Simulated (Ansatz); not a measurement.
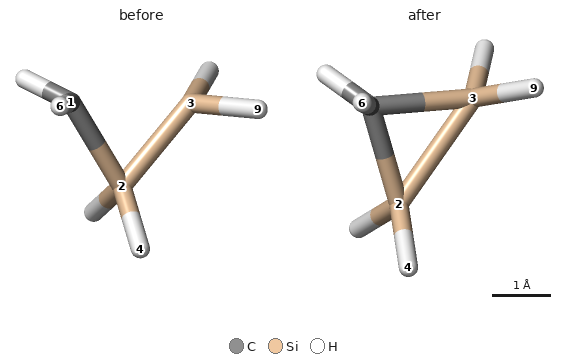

The structure of CH6Si2 before (left) and after (right) a relaxation, at one scale.

Style: stick. Shown at a tilt.

It is one of the separated reactants of a reaction.

The calculation used RKS PBE-D4/def2-SVP in Ansatz 0.2.0. (force threshold 0.03 eV/Å; at most 250 steps)

Question: Summarise the run.

Answer: The energy falls by 2.643 eV in 5 geometry steps. Largest force component: 7 eV/Å at the start, 0.012 eV/Å at the end. The largest moves after the best rigid fit, 0.44 Å, are those of H atoms. By element the largest moves are H 0.44 Å, Si 0.33 Å, C 0.33 Å. Some distances before and after: Si–Si 1.897 → 2.275 Å, C–Si 2.247 → 1.921 Å, H–Si 1.420 → 1.499 Å, C–H 1.060 → 1.106 Å. Bond angles that change, for instance: C–Si–Si 72.6° → 53.7°, Si–Si–H 116.2° → 121.5°, Si–Si–H 117.1° → 121.5°. Cost: 8 s on 2 threads of Arm Neoverse V1, with other jobs on the host.
